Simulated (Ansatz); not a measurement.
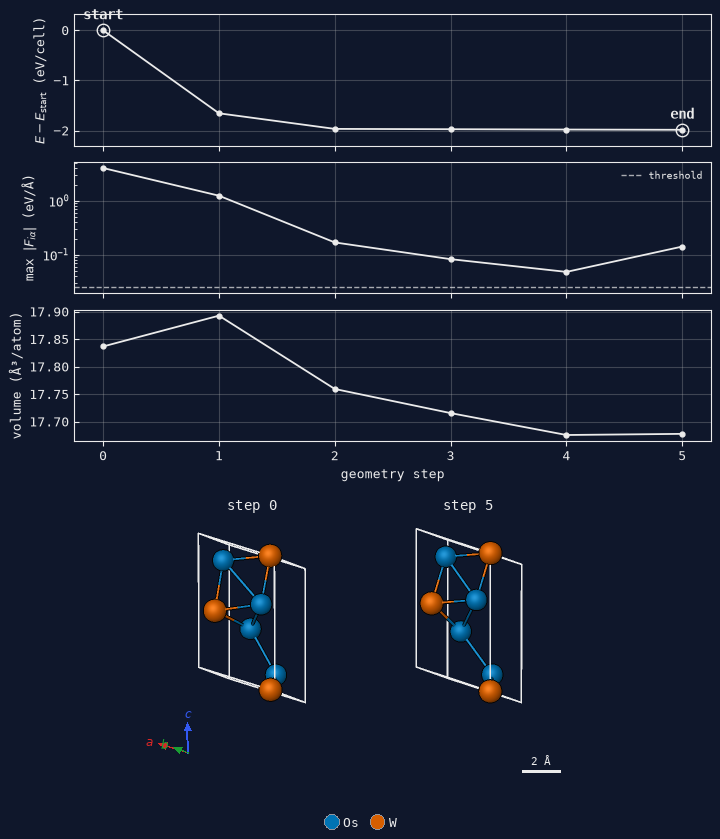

First and last geometry of a relaxation of a crystal of Os₂W (a generated structure, set up in P1) (coarse preliminary run), with the history of the run. Style: ball-and-stick. Shown: the cell of the calculation, reduced to other axes, from a free direction. Lengths and directions refer to the drawn axes.

Computed with Ansatz, DFT PBE, scalar-relativistic, plane waves, PAW. (plane-wave cutoff 420 eV; k-point mesh 6 × 6 × 6; occupations gaussian; smearing width 0.2 eV; no spin polarisation; cell and atoms relaxed; force threshold 0.025 eV/Å; at most 60 steps)

Did the run converge, and what did it change?

Answer. The run was cut off at its time limit before the relaxation converged, so the last structure is only a point on the way. After 5 geometry steps the energy has fallen by 1.983 eV per cell of the calculation. Largest force component: 4 eV/Å at the start, 0.14 eV/Å at the end. The pressure goes from 7.50 to 0.21 GPa. An Os atom moves most relative to the cell: 0.47 Å along [2 0 −1]. Largest moves by element: Os 0.47 Å, W 0.28 Å. Cell: a 4.238 → 4.152 Å (−2.0 %), b 4.254 → 4.263 Å (+0.2 %), c 7.181 → 7.409 Å (+3.2 %), α 89.6° → 90.0°, β 73.5° → 73.1°, γ 60.8° → 59.2°. Volume −0.9 %. Among the contacts that change: Os–Os 2.582 → 3.069 Å, Os–Os 3.282 → 2.894 Å, Os–W 2.925 → 2.569 Å, Os–Os 3.360 → 3.052 Å. The space group stays P1 (No. 1).

| step | E − E(0), meV/atom | largest force component, eV/Å | pressure, GPa | volume, Å³/atom |
| --- | --- | --- | --- | --- |
| 0 | 0.00 | 4.0451 | 7.50 | 17.837 |
| 1 | -275.75 | 1.2430 | -1.60 | 17.893 |
| 2 | -327.57 | 0.1697 | -0.90 | 17.759 |
| 3 | -328.64 | 0.0832 | -0.35 | 17.716 |
| 4 | -329.72 | 0.0483 | 0.28 | 17.676 |
| 5 | -330.57 | 0.1424 | 0.21 | 17.678 |
